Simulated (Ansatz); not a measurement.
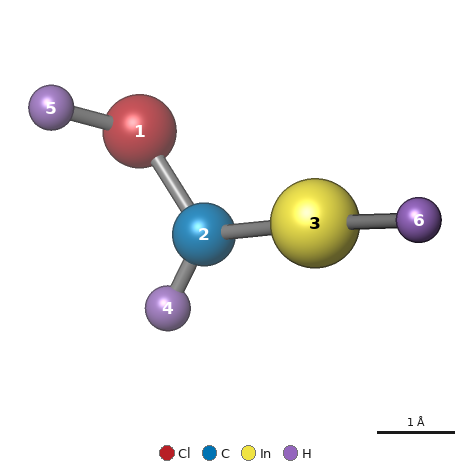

Orthographic view. Depth is shown by fading: the farther an atom, the more it takes the colour of the background. State: charge +1, singlet. The computed structure is the end point of a PBE-D4/def2-SVP optimisation. No frequency run is at hand to confirm it as a minimum.

Give the geometry as a Z-matrix, atoms in numerical order, with these reference atoms: 2 to 1; 3 to 2, 1; 4 to 2, 1, 3; 5 to 1, 2, 4; 6 to 3, 4, 2.

```
Cl 
C    1   1.719
In   2   2.028   1   124.3
H    2   1.101   1   112.7   3   167.4
H    1   1.376   2   112.8   4    76.6
H    3   1.682   4   157.5   2  -158.4
```
